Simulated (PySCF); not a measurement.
```yaml
atoms:
  - { symbol: Si, position_ang: [1.8991, -0.6992, 0.1337] }
  - { symbol: Si, position_ang: [1.0437, 1.4908, 0.3625] }
  - { symbol: Si, position_ang: [-0.9521, 1.3171, -0.8847] }
  - { symbol: Si, position_ang: [-1.9467, -0.5807, 0.1065] }
  - { symbol: Si, position_ang: [-0.0631, -1.9431, 0.3780] }
  - { symbol: H, position_ang: [3.0406, -1.2400, 0.9183] }
  - { symbol: H, position_ang: [2.0230, -0.9915, -1.3393] }
  - { symbol: H, position_ang: [0.7409, 1.7288, 1.8033] }
  - { symbol: H, position_ang: [2.0210, 2.4697, -0.1888] }
  - { symbol: H, position_ang: [-1.8521, 2.4957, -0.7528] }
  - { symbol: H, position_ang: [-0.6395, 0.9810, -2.3040] }
  - { symbol: H, position_ang: [-3.1022, -1.3101, -0.4802] }
  - { symbol: H, position_ang: [-2.1145, -0.3258, 1.5809] }
  - { symbol: H, position_ang: [-0.1103, -3.4052, 0.6787] }
```

Geometry: PBE0-D3(BJ)/def2-SVP.

The calculation used PBE0/pcSseg-1, SCF density, gas phase, non-relativistic (PySCF 2.14.0).

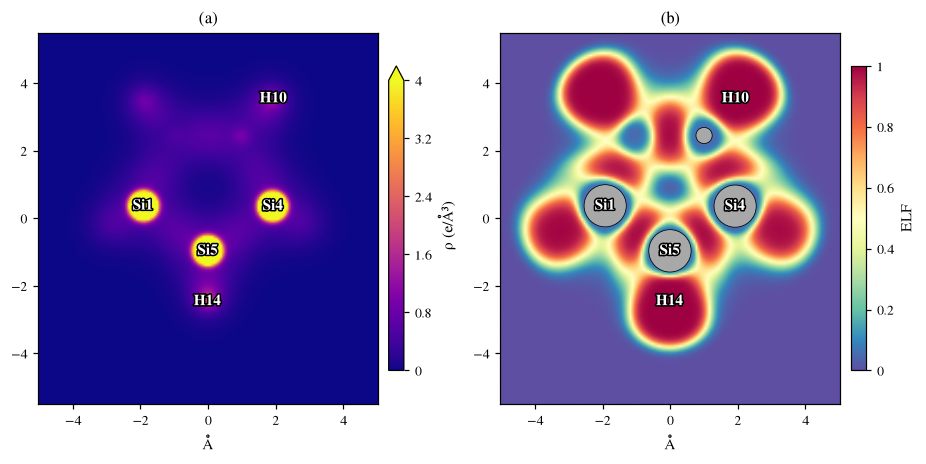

H9Si5 (SMILES [SiH]1[SiH2][SiH2][SiH2][SiH2]1) (charge +1). (a) electron density; (b) electron localisation function on the plane of atoms Si1, Si5 and H14. Grey discs cover the atomic cores in the ELF map.

Read the bonding off the picture.

The plane passes through Si and H nuclei. Si–Si (2.34 Å): the density is about 0.63 e/Å³ at the midpoint; the ELF peaks at about 1 between the atoms; a shared electron pair. Si–H (1.49 Å): the density is about 0.81 e/Å³ at the midpoint; the ELF climbs to about 1 towards the hydrogen, as it does in any bond to H.
